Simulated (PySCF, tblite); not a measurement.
# C₃H₉FSSi: geometry, infrared bands and NMR shifts

Wanted: the infrared bands and NMR shifts of C₃H₉FSSi (`FC[SiH2]CCS`), by calculation.

Computed with tblite 0.8.0 and PySCF 2.14.0, with density-fitted response routines of our own, on a single molecule in the gas phase. Atoms are numbered from 0 throughout.

### 1 Starting geometry

15 atoms, charge 0, multiplicity 1; geometry from: force field or distance geometry start.

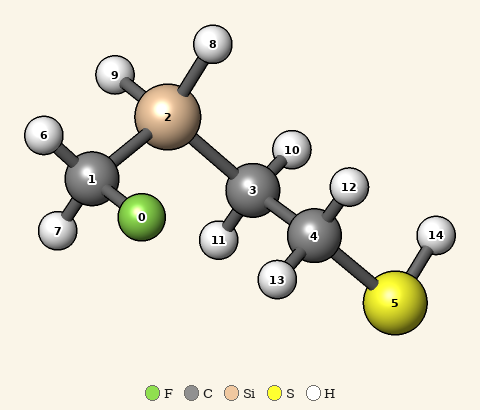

As it starts; fluorine green, carbon grey, silicon light orange, sulfur yellow, hydrogen white, atoms numbered; sticks join atoms by distance.

### 2 Geometry optimisation with GFN2-xTB

The job: settings as JSON, then the geometry in Å.

```
{"job": {"kind": "relax", "xc": "GFN2-xTB", "basis": "xTB"}, "charge": 0, "multiplicity": 1}
F     -1.989800    -1.220100     0.755400
C     -2.252300     0.004700     0.187100
Si    -0.779600     1.094300     0.465400
C      0.778300     0.390900    -0.300100
C      1.196100    -0.971800     0.286100
S      2.733600    -1.533100    -0.506500
H     -3.150800     0.403100     0.660200
H     -2.444800    -0.156100    -0.861100
H     -0.549900     1.330000     1.913000
H     -1.044800     2.427600    -0.148000
H      1.576300     1.116100    -0.139900
H      0.617500     0.297400    -1.372200
H      1.356400    -0.911200     1.370200
H      0.435000    -1.731000     0.092900
H      3.514200    -0.532800    -0.043300
```

Run with:

```sh
> OMP_NUM_THREADS=1 python probes_run.py task.json out
```

This one command runs all jobs of the session in turn.

**Question.** This job is followed by: GFN2-xTB harmonic vibrations, gas phase; GIAO PBE0/pcSseg-1 NMR shielding, non-relativistic, gas phase. Predict these results of the whole session: strongest single infrared mode (GFN2-xTB); zero-point energy (GFN2-xTB); 13C shifts against TMS (PBE0/pcSseg-1); 1H shifts against TMS (PBE0/pcSseg-1, means over atoms taken as alike); 19F shifts against CFCl3 (PBE0/pcSseg-1); 29Si shifts against TMS (PBE0/pcSseg-1); 33S shifts against CS2 (PBE0/pcSseg-1).

The runs gave:

| quantity | value |
| --- | --- |
| strongest single infrared mode (GFN2-xTB) | 2259 cm⁻¹, 339 km/mol |
| zero-point energy (GFN2-xTB) | 68.2 kcal/mol |
| 13C shifts against TMS (PBE0/pcSseg-1) | 79.9, 29.3, 23.6 ppm |
| 1H shifts against TMS (PBE0/pcSseg-1, means over atoms taken as alike) | 5.08, 4.10, 2.68, 1.60, 1.18 ppm |
| 19F shifts against CFCl3 (PBE0/pcSseg-1) | -300.0 ppm |
| 29Si shifts against TMS (PBE0/pcSseg-1) | -49.0 ppm |
| 33S shifts against CS2 (PBE0/pcSseg-1) | -34 ppm |

**Reading.** Relaxing lowered the energy by 0.128 eV in 58 steps; the close pair that moved most is C1–Si2, from 1.853 to 1.920 Å. All 39 modes are real, so the xTB geometry is a minimum. GFN2-xTB is a fitted tight-binding method: band positions and strengths are rough. Its intensities can rank the bands wrongly. The most deshielded carbon is C1 (sp3 CH2 bonded to F and Si), at 79.9 ppm: pulled downfield by the heteroatom. The most deshielded hydrogen is H6, H7 (mean) (hydrogen on an sp3 CH2 bonded to F and Si), at 5.08 ppm: its carbon carries F, which withdraws density. At PBE0/pcSseg-1: Shielding is most anisotropic at S5 (span 425 ppm, paramagnetic term -517 ppm).
